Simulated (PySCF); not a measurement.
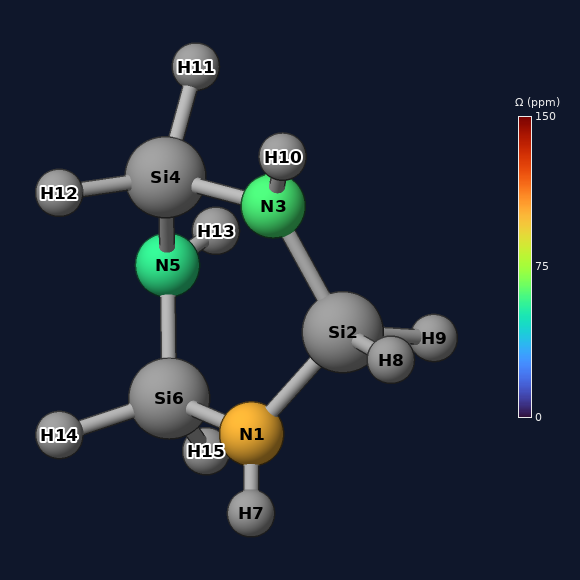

The N atoms are coloured by the span of their shielding tensor. Geometry: a frame of a GFN2-xTB molecular-dynamics simulation, not a minimum. Method: GIAO PBE0/pcSseg-1 NMR shielding, non-relativistic, gas phase (PySCF 2.14.0). Principal shieldings σ11 ≤ σ22 ≤ σ33, span Ω = σ33 − σ11, skew κ = 3(σiso − σ22)/Ω.

Which N atom has the most anisotropic shielding?

N1, with a span of 101 ppm.

Give the shielding tensors of the N atoms.

| atom | σ11 | σ22 | σ33 | σiso | Ω | κ |
| --- | --- | --- | --- | --- | --- | --- |
| N1 | 187.8 | 223.8 | 288.9 | 233.5 | 101.1 | 0.29 |
| N3 | 196.9 | 224.0 | 257.9 | 226.3 | 61.0 | 0.11 |
| N5 | 201.6 | 244.8 | 258.6 | 235.0 | 57.0 | −0.52 |

Shieldings and span in ppm.
